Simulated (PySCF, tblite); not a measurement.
# C5H12BNSi2: geometry, infrared bands and NMR shifts

What infrared bands and NMR shifts should C5H12BNSi2 (`C#CB[C@@H]1CC[Si@@H](N)[SiH2]1`) show?

Programs: tblite 0.8.0 and PySCF 2.14.0, with density-fitted response routines of our own. Each step states its level of theory. These are calculated values for one molecule in the gas phase, unless marked as measured. Atoms count from 0, in the outputs and in this text.

### Step 1. The starting structure

21 atoms, charge 0, multiplicity 1; geometry from: force field or distance geometry start.

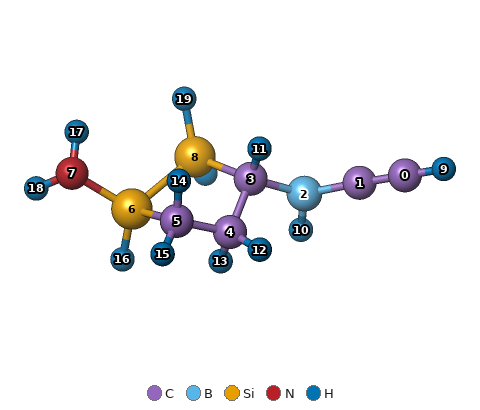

The starting geometry (carbon purple, boron blue, silicon amber, nitrogen red, hydrogen blue), atoms numbered.

### Step 2. Geometry optimisation with GFN2-xTB

Job settings and geometry (Å):

```
{"job": {"kind": "relax", "xc": "GFN2-xTB", "basis": "xTB"}, "charge": 0, "multiplicity": 1}
C      4.593300     0.507500     0.309800
C      3.469300     0.318300    -0.178000
B      2.102500     0.045200    -0.779000
C      0.798800     0.378400     0.068900
C      0.323300    -0.945400     0.690800
C     -0.969100    -0.701200     1.410600
Si    -2.112600    -0.400300    -0.043700
N     -3.582400     0.449900     0.400600
Si    -0.605700     0.917000    -1.062600
H      5.555300     0.669600     0.719900
H      2.006300    -0.831400    -1.588800
H      1.025300     1.109100     0.840500
H      1.078800    -1.379500     1.369900
H      0.082300    -1.652600    -0.150500
H     -0.916400     0.276500     1.941400
H     -1.290500    -1.531300     2.052900
H     -2.347300    -1.626900    -0.809000
H     -3.486200     1.470900     0.288900
H     -4.468800     0.074600    -0.012400
H     -0.883900     2.337300    -0.869100
H     -0.381100     0.531300    -2.446700
```

Started as:

```bash
$ OMP_NUM_THREADS=1 python probes_run.py task.json out
```

This one command runs all jobs of the session in turn.

The program printed:

```text
step      E/eV     max force
  0    -661.76744    3.024
  1    -661.81567    7.176
  2    -662.07418    0.894
  3    -662.13421    0.623
  4    -662.21194    0.474
  5    -662.24030    0.391
  6    -662.27452    0.394
  7    -662.29812    0.439
  8    -662.32755    0.509
  9    -662.35792    0.480
 10    -662.39043    0.395
 11    -662.41601    0.357
 12    -662.43178    0.271
 13    -662.44062    0.251
 14    -662.44786    0.184
 15    -662.45419    0.159
 16    -662.45940    0.168
 17    -662.46424    0.179
 18    -662.46902    0.172
 19    -662.47320    0.132
 20    -662.47645    0.143
 21    -662.47922    0.137
 22    -662.48192    0.096
 23    -662.48422    0.101
 24    -662.48587    0.088
 25    -662.48722    0.092
 26    -662.48880    0.117
 27    -662.49096    0.120
 28    -662.49354    0.126
 29    -662.49610    0.133
 30    -662.49866    0.167
 31    -662.50148    0.168
 32    -662.50432    0.132
 33    -662.50684    0.114
 34    -662.50909    0.125
 35    -662.51136    0.153
 36    -662.51377    0.134
 37    -662.51586    0.104
 38    -662.51745    0.091
 39    -662.51922    0.134
 40    -662.52199    0.196
 41    -662.52576    0.205
 42    -662.52964    0.182
 43    -662.53278    0.131
 44    -662.53526    0.124
 45    -662.53719    0.224
 46    -662.54122    0.219
 47    -662.54672    0.176
 48    -662.55320    0.289
 49    -662.55589    0.299
 50    -662.56084    0.206
 51    -662.56672    0.444
 52    -662.57298    0.262
 53    -662.58126    0.303
 54    -662.58948    0.176
 55    -662.59201    0.408
 56    -662.59619    0.189
 57    -662.59994    0.139
 58    -662.60458    0.178
 59    -662.60910    0.176
 60    -662.61588    0.174
 61    -662.62213    0.170
 62    -662.62528    0.325
 63    -662.62972    0.179
 64    -662.63253    0.114
 65    -662.63711    0.143
 66    -662.63863    0.166
 67    -662.64164    0.162
 68    -662.64493    0.175
 69    -662.64936    0.165
 70    -662.65270    0.285
 71    -662.65465    0.173
 72    -662.65629    0.113
 73    -662.65789    0.078
 74    -662.65981    0.089
 75    -662.66276    0.112
 76    -662.66467    0.156
 77    -662.66693    0.129
 78    -662.66902    0.161
 79    -662.67118    0.132
 80    -662.67322    0.105
 81    -662.67532    0.218
 82    -662.67778    0.176
 83    -662.68101    0.136
 84    -662.68711    0.155
 85    -662.68943    0.101
 86    -662.69266    0.230
 87    -662.69506    0.219
 88    -662.69780    0.151
 89    -662.70093    0.100
 90    -662.70276    0.079
 91    -662.70392    0.092
 92    -662.70515    0.078
 93    -662.70627    0.086
 94    -662.70728    0.113
 95    -662.70821    0.091
 96    -662.70912    0.085
 97    -662.71007    0.067
 98    -662.71101    0.082
 99    -662.71169    0.055
100    -662.71222    0.058
101    -662.71279    0.064
102    -662.71346    0.056
103    -662.71412    0.088
104    -662.71465    0.073
105    -662.71507    0.049
106    -662.71553    0.056
107    -662.71617    0.065
108    -662.71709    0.090
109    -662.71807    0.074
110    -662.71883    0.062
111    -662.71931    0.082
112    -662.71963    0.096
113    -662.72002    0.041
114    -662.72070    0.070
115    -662.72124    0.060
116    -662.72179    0.043
117    -662.72206    0.077
118    -662.72238    0.092
119    -662.72262    0.068
120    -662.72313    0.031
121    -662.72333    0.032
122    -662.72361    0.031
123    -662.72381    0.033
124    -662.72406    0.031
125    -662.72424    0.022
126    -662.72436    0.040
127    -662.72446    0.022
128    -662.72455    0.022
129    -662.72465    0.017
130    -662.72471    0.015
131    -662.72475    0.017
132    -662.72479    0.014
133    -662.72484    0.016
134    -662.72489    0.017
135    -662.72493    0.016
136    -662.72496    0.010
```

Wall time 2.5 s (1 thread of Arm Neoverse N1, shared host); peak memory 0.18 GiB.

The steps of the relaxation: (not every step is listed)

```
step  energy from step 0 (eV)  largest force (eV/Å)
   0                   0.0000                3.0238
   1                  -0.0482                7.1759
   2                  -0.3067                0.8944
   3                  -0.3668                0.6228
   4                  -0.4445                0.4741
   5                  -0.4729                0.3914
   6                  -0.5071                0.3939
   7                  -0.5307                0.4393
   8                  -0.5601                0.5095
  20                  -0.7090                0.1426
  32                  -0.7369                0.1319
  44                  -0.7678                0.1243
  56                  -0.8288                0.1892
  68                  -0.8775                0.1749
  80                  -0.9058                0.1047
  92                  -0.9377                0.0777
 104                  -0.9472                0.0734
 116                  -0.9544                0.0428
 128                  -0.9571                0.0216
 131                  -0.9573                0.0168
 132                  -0.9574                0.0145
 133                  -0.9574                0.0162
 134                  -0.9574                0.0171
 135                  -0.9575                0.0164
 136                  -0.9575                0.0103
```

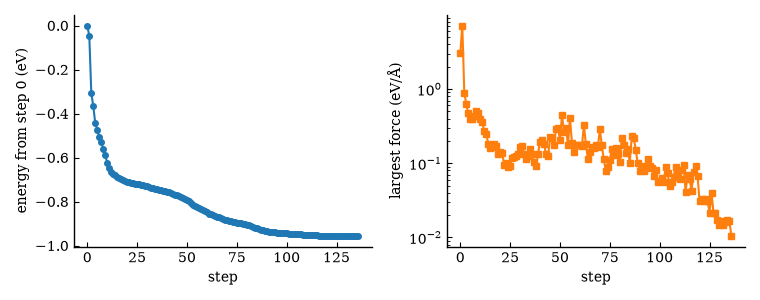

Energy and largest force along the relaxation.

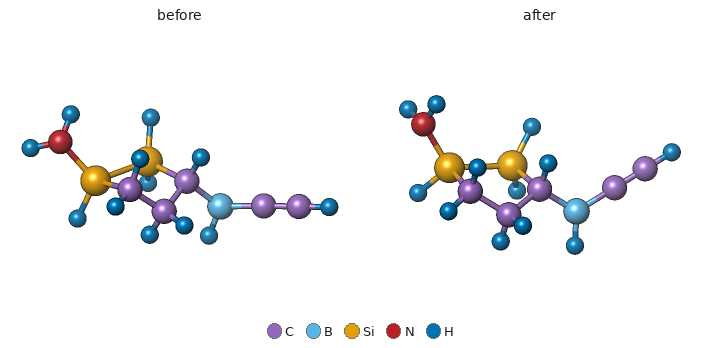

Before and after, at one scale.

Close pairs (by a distance rule), those that changed most:

```csv
bond,before (Å),after (Å),change (Å)
Si6–Si8,2.246,2.322,+0.076
C3–Si8,1.882,1.946,+0.063
B2–C3,1.590,1.548,-0.043
N7–H18,1.047,1.006,-0.041
C5–Si6,1.874,1.912,+0.038
C0–C1,1.240,1.205,-0.034
C4–H13,1.125,1.094,-0.031
C4–C5,1.499,1.530,+0.031
```

The next job starts from the end point, and lists it.

### Step 3. Vibrational analysis with GFN2-xTB

Job settings and geometry (Å):

```
{"job": {"kind": "ir", "xc": "GFN2-xTB", "basis": "xTB"}, "charge": 0, "multiplicity": 1}
C      4.101618     1.601380    -0.352557
C      3.291005     0.709176    -0.357486
B      2.279177    -0.407330    -0.331567
C      0.899180    -0.163332     0.325051
C      0.128527    -1.387297     0.832041
C     -1.310368    -1.053832     1.231210
Si    -2.150299    -0.149266    -0.228827
N     -3.370763     0.890005     0.421311
Si    -0.153067     0.674347    -1.080953
H      4.810956     2.378592    -0.352162
H      2.535365    -1.430195    -0.851113
H      0.938036     0.580193     1.128139
H      0.660095    -1.809737     1.691599
H      0.115531    -2.158102     0.056041
H     -1.298921    -0.414380     2.116672
H     -1.833248    -1.965752     1.517462
H     -2.916870    -1.065203    -1.085774
H     -3.140176     1.488692     1.197904
H     -3.974780     1.382562    -0.215112
H      0.140645     2.117596    -1.090001
H      0.239438     0.198827    -2.417650
```

The program printed:

```text
mode    cm-1     km/mol
  1      38.8      0.11
  2      54.8      0.07
  3     101.8      0.26
  4     135.8      3.89
  5     160.5      1.62
  6     185.3      5.09
  7     194.9     14.42
  8     230.8      7.81
  9     253.5      2.83
 10     288.2      1.43
 11     314.2      0.26
 12     387.5     18.97
 13     404.0      4.19
 14     435.7      2.91
 15     464.6     18.69
 16     522.1    327.88
 17     539.1     15.95
 18     563.9    214.85
 19     607.6      3.48
 20     634.6    294.82
 21     653.9     10.88
 22     666.6     15.64
 23     670.2     37.54
 24     681.2     42.70
 25     737.9    107.49
 26     771.1     82.08
 27     807.8    119.23
 28     818.1    169.13
 29     891.5    148.16
 30     914.4     18.98
 31     946.0     17.16
 32     964.4     54.51
 33     991.4     16.20
 34    1052.0     36.47
 35    1087.7      2.06
 36    1097.8     27.38
 37    1176.3     26.20
 38    1186.0    199.23
 39    1280.9      7.43
 40    1299.1      9.66
 41    1347.1     29.96
 42    1488.3      1.10
 43    1511.5      0.33
 44    1526.4     50.20
 45    2158.0    212.15
 46    2177.8    624.52
 47    2179.4    203.08
 48    2197.2     22.60
 49    2589.3    156.62
 50    2917.6     32.67
 51    2926.3     63.29
 52    2955.9     12.09
 53    2963.5     98.31
 54    2995.9     48.71
 55    3355.7      4.07
 56    3475.9      9.58
 57    3512.5      0.79
```

Wall time 1.9 s (1 thread of Arm Neoverse N1, shared host); peak memory 0.18 GiB.

The strongest bands and the atoms that carry them (share of the mass-weighted mode):

```csv
cm⁻¹,km/mol,atoms
522,327.9,"H18 40 %, H17 37 %, N7 20 %"
564,214.8,H16 80 %
635,294.8,"H20 29 %, H19 24 %, H16 18 %, Si8 13 %"
818,169.1,"H17 27 %, H18 21 %, H19 14 %, H20 12 %"
1186,199.2,"B2 32 %, C3 17 %, H13 12 %"
2158,212.2,"H19 48 %, H20 30 %, H16 18 %"
2178,624.5,"H16 78 %, H19 17 %"
2179,203.1,"H20 64 %, H19 32 %"
```

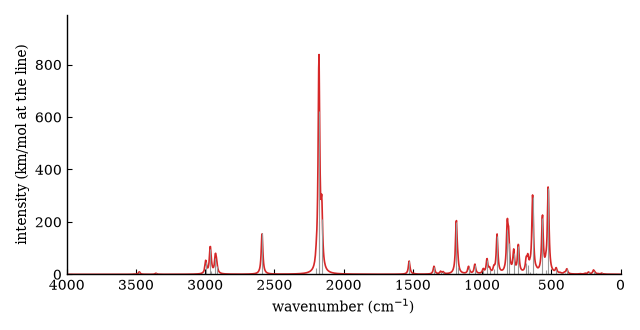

The infrared spectrum from these modes, unscaled. Lines are broadened to a width of 14 cm⁻¹ (Lorentzian).

### Step 4. Shielding tensors: PBE0/pcSseg-1

The job, as its differences from that of step 3:

```diff
@@ -1,2 +1,2 @@
-{"job": {"kind": "ir", "xc": "GFN2-xTB", "basis": "xTB"}, "charge": 0, "multiplicity": 1}
+{"job": {"kind": "nmr", "xc": "PBE0", "basis": "pcSseg-1"}, "charge": 0, "multiplicity": 1}
 C      4.101618     1.601380    -0.352557
```

With the program's defaults for keys left out, this is: GIAO PBE0/pcSseg-1 NMR shielding, non-relativistic, gas phase.

The program printed:

```text
coarse grid: 18272 points
cycle   1  E = -855.5234886543  dE =  9.169e-01  |g| = 6.162e-01  |ddm| = 4.190e+00
cycle   2  E = -855.4580590912  dE =  6.543e-02  |g| = 7.998e-01  |ddm| = 1.440e+00
cycle   3  E = -855.6129780553  dE = -1.549e-01  |g| = 1.636e-01  |ddm| = 9.032e-01
cycle   4  E = -855.6188839398  dE = -5.906e-03  |g| = 6.508e-02  |ddm| = 1.509e-01
cycle   5  E = -855.6198899711  dE = -1.006e-03  |g| = 1.965e-02  |ddm| = 6.898e-02
cycle   6  E = -855.6199884082  dE = -9.844e-05  |g| = 3.469e-03  |ddm| = 2.363e-02
cycle   7  E = -855.6199913847  dE = -2.977e-06  |g| = 1.130e-03  |ddm| = 4.789e-03
final grid: 166560 points
cycle   8  E = -855.6684949805  dE = -4.054e-05  |g| = 8.480e-03  |ddm| = 3.405e-02
cycle   9  E = -855.6684835712  dE =  1.141e-05  |g| = 1.089e-02  |ddm| = 1.899e-02
cycle  10  E = -855.6685129515  dE = -2.938e-05  |g| = 8.454e-04  |ddm| = 1.107e-02
cycle  11  E = -855.6685131323  dE = -1.808e-07  |g| = 2.695e-04  |ddm| = 1.259e-03
cycle  12  E = -855.6685131441  dE = -1.177e-08  |g| = 1.684e-04  |ddm| = 3.141e-04
cycle  13  E = -855.6685131513  dE = -7.178e-09  |g| = 4.230e-05  |ddm| = 1.481e-04
cycle  14  E = -855.6685131517  dE = -4.400e-10  |g| = 9.626e-06  |ddm| = 4.106e-05
converged SCF energy = -855.6685131517

GIAO shielding tensors (ppm)
atom      isotropic    diamagn.    paramagn.     s11        s22        s33       span
  0 C       61.483     261.938    -200.455      7.808     26.484    150.156    142.348
  1 C       87.838     254.452    -166.613    -21.778    -12.007    297.300    319.077
  2 B       41.251     192.377    -151.126    -32.415     30.924    125.244    157.659
  3 C      136.481     259.715    -123.234     90.191    155.910    163.341     73.150
  4 C      156.266     247.659     -91.394    138.014    162.249    168.534     30.520
  5 C      163.565     253.400     -89.835    142.576    160.929    187.189     44.613
  6 Si     361.294     879.124    -517.829    304.159    365.651    414.072    109.913
  7 N      259.733     315.922     -56.189    222.984    251.844    304.371     81.387
  8 Si     446.213     882.920    -436.707    386.874    469.496    482.268     95.394
  9 H       27.631      33.553      -5.922     24.808     25.303     32.781      7.973
 10 H       25.460      28.896      -3.436     21.327     26.122     28.930      7.603
 11 H       29.304      35.302      -5.997     25.132     29.462     33.319      8.187
 12 H       29.146      30.821      -1.675     23.118     28.297     36.023     12.905
 13 H       30.309      32.304      -1.995     25.571     28.771     36.584     11.013
 14 H       30.920      32.562      -1.642     26.995     29.160     36.606      9.611
 15 H       29.889      29.652       0.238     24.769     27.659     37.240     12.471
 16 H       26.444      29.155      -2.711     22.678     25.183     31.470      8.792
 17 H       31.909      31.411       0.498     23.999     29.574     42.153     18.154
 18 H       31.860      28.609       3.251     23.899     27.604     44.078     20.178
 19 H       28.278      31.352      -3.074     24.415     26.233     34.185      9.771
 20 H       28.549      30.446      -1.898     25.140     26.551     33.956      8.816
```

Run time: 89 s. Hardware: 1 thread of Arm Neoverse N1, shared host; peak memory 1.1 GiB.

Shifts follow as δ = σ(reference) − σ, with reference shieldings (ppm) from runs at the same level and on the same kind of geometry: 1H TMS 31.72, 13C TMS 186.9, 29Si TMS 349.2, 15N NH3 267.7, 11B BF3·OEt2 100.1. The references are single molecules in the gas phase, so shifts against H2O, NH3, PH3, H3PO4 or CFCl3 are not on the usual liquid scales and can be off by tens of ppm. Atoms listed in one row are averaged.

```csv
atoms,environment,σ (ppm),δ (ppm),δ scaled to CDCl3
C0,terminal alkyne carbon,61.5,125.4,120.5
C1,alkyne carbon,87.8,99.1,94.8
C3,sp3 CH bonded to B and Si,136.5,50.4,47.3
C4,sp3 CH2 in a ring,156.3,30.7,28.0
C5,sp3 CH2 bonded to Si,163.6,23.4,20.9
H10,hydrogen on a boron bonded to 2 C,25.46,6.26,–
H16,"hydrogen on a silicon bonded to C, N, Si, in a 5-membered ring",26.44,5.27,–
H9,hydrogen on a terminal alkyne carbon,27.63,4.09,3.96
H19,"hydrogen on a silicon bonded to C, Si, in a 5-membered ring",28.28,3.44,–
H20,"hydrogen on a silicon bonded to C, Si, in a 5-membered ring",28.55,3.17,–
H12,hydrogen on an sp3 CH2 in a ring,29.15,2.57,2.53
H11,hydrogen on an sp3 CH bonded to B and Si,29.30,2.41,2.38
H15,hydrogen on an sp3 CH2 bonded to Si,29.89,1.83,1.83
H13,hydrogen on an sp3 CH2 in a ring,30.31,1.41,1.43
H14,hydrogen on an sp3 CH2 bonded to Si,30.92,0.80,0.86
"H17, H18",hydrogen on a nitrogen bonded to Si,31.88,-0.17,–
B2,"boron bonded to 2 C, H",41.3,58.8,–
Si6,"silicon bonded to C, N, Si, H, in a 5-membered ring",361.3,-12.1,–
Si8,"silicon bonded to C, Si, 2 H, in a 5-membered ring",446.2,-97.1,–
N7,"nitrogen bonded to Si, 2 H",259.7,8.0,–
```

The scaled column applies a straight-line fit of computed shieldings to shifts measured in CDCl3 (root-mean-square error 0.16 ppm for H, 1.9 ppm for C).

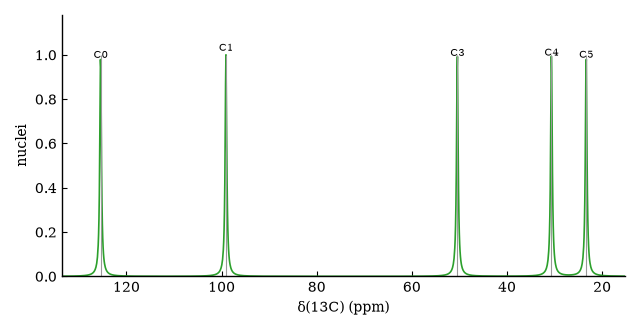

13C lines at the computed shifts, without couplings. Lines are broadened to a width of 0.41 ppm (Lorentzian).

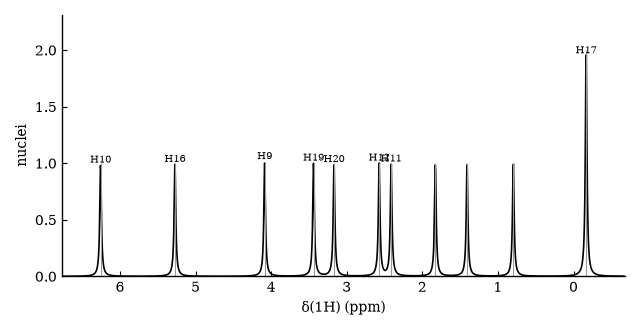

1H lines at the computed shifts, without couplings. Lines are broadened to a width of 0.03 ppm (Lorentzian).

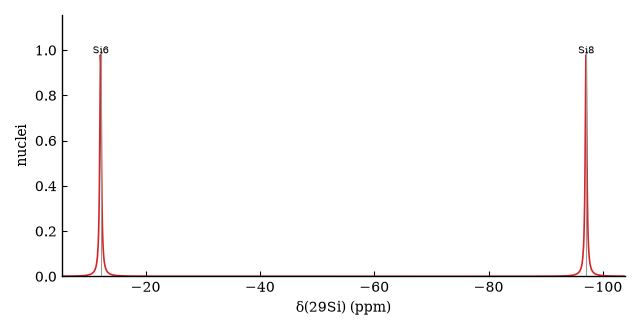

29Si lines at the computed shifts, without couplings. Lines are broadened to a width of 0.34 ppm (Lorentzian).

The run also stored atomic charges by several schemes (e):

| atoms | Mulliken | IAO | Hirshfeld | ESP fit |
| --- | --- | --- | --- | --- |
| C0 | -0.27 | -0.19 | -0.08 | -0.32 |
| C1 | -0.02 | -0.12 | -0.11 | -0.20 |
| B2 | 0.38 | 0.09 | 0.13 | 0.37 |
| C3 | -0.72 | -0.46 | -0.16 | -0.20 |
| C4 | -0.18 | -0.24 | -0.07 | -0.15 |
| C5 | -0.49 | -0.54 | -0.16 | -0.28 |
| Si6 | 0.64 | 0.77 | 0.31 | 0.57 |
| N7 | -0.62 | -0.83 | -0.32 | -1.02 |
| Si8 | 0.25 | 0.38 | 0.23 | 0.01 |

ESP fit charges:

C0 -0.32; C1 -0.20; B2 0.37; C3 -0.20; C4 -0.15; C5 -0.28; Si6 0.57; N7 -1.02; Si8 0.01; H9 0.29; H10 -0.12; H11 0.11; H12 0.07; H13 0.07; H14 0.11; H15 0.09; H16 -0.11; H17 0.37; H18 0.40; H19 -0.03; H20 -0.04

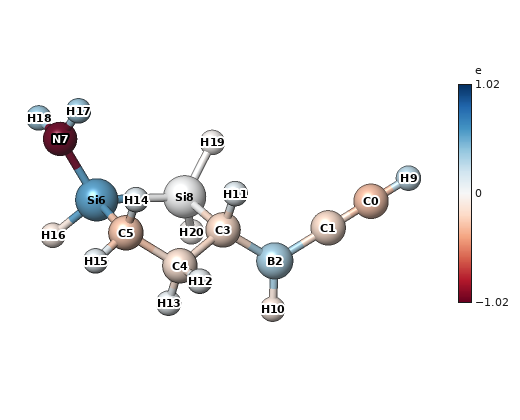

ESP fit charges, as colours on the atoms.

Mayer bond orders: C0–C1 2.48, C1–B2 1.04, B2–C3 1.02, C3–C4 1.00, C4–C5 1.03, C5–Si6 0.90, Si6–N7 1.03, Si6–Si8 0.84, Si8–C3 0.82.

Ring of atoms C3, C4, C5, Si6, Si8: NICS(0) -3.5, NICS(1) -3.4, NICS(1)zz -0.8 ppm (means of both faces).

### Step 5. Results

| quantity | value |
| --- | --- |
| strongest single infrared mode (GFN2-xTB) | 2178 cm⁻¹, 625 km/mol |
| zero-point energy (GFN2-xTB) | 96.5 kcal/mol |
| 13C shifts against TMS (PBE0/pcSseg-1) | 125.4, 99.1, 50.4, 30.7, 23.4 ppm |
| 1H shifts against TMS (PBE0/pcSseg-1, means over atoms taken as alike) | 6.26, 5.27, 4.09, 3.44, 3.17, 2.57, 2.41, 1.83, 1.41, 0.80, -0.17 ppm |
| 11B shifts against BF3·OEt2 (PBE0/pcSseg-1) | 58.8 ppm |
| 29Si shifts against TMS (PBE0/pcSseg-1) | -12.1, -97.1 ppm |
| 15N shifts against NH3 (PBE0/pcSseg-1) | 8.0 ppm |

What this shows: Relaxing lowered the energy by 0.958 eV in 136 steps; the close pair that moved most is Si6–Si8, from 2.246 to 2.322 Å. No mode is imaginary among the 57: a minimum at this level. GFN2-xTB is a fitted tight-binding method: band positions and strengths are rough. Its intensities can rank the bands wrongly. At PBE0/pcSseg-1: The largest span, 319 ppm, is at C1, where the paramagnetic term is -167 ppm.
